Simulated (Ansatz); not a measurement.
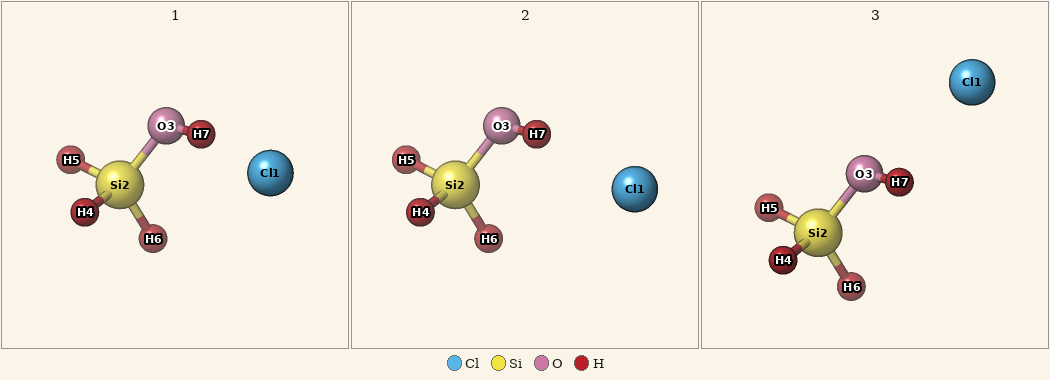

The pair Cl···H₄OSi, charge −1. The turn is about an axis along (−0.71, 0.36, −0.60) in the frame of the relaxed pair, normal to the line between the partners. The first coordinate is: distance H7···Cl1; the second: turn of Cl1 about H7. The scan uses a 15 × 15 grid. At 5 points there is no value (left out of the scan, as a rule where atoms come close). Points are written as (first, second). Energies: kJ/mol, counted from the lowest grid point. Method: Ansatz, RHF/def2-TZVPD.

The numbered pictures are structures from this grid.

Rank them by energy, lowest first.

1, at (2.134 Å, 0.0°): 0 kJ/mol; 2, at (3.021 Å, 0.0°): 21 kJ/mol; 3, at (2.627 Å, 77.1°): 55 kJ/mol.

The map, with the structures marked:

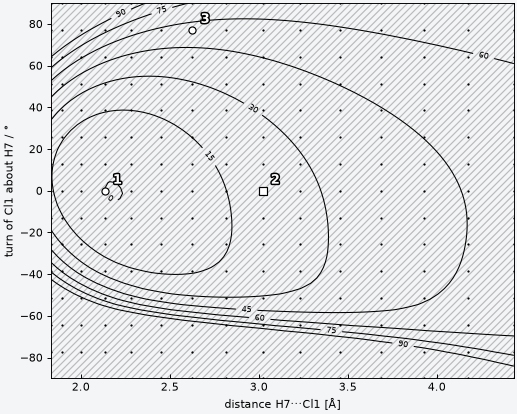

The picture shows contour lines labelled in kJ/mol (none above 90), dots at the grid points, hatched blanks where no value was computed. Between grid points the surface is interpolated.
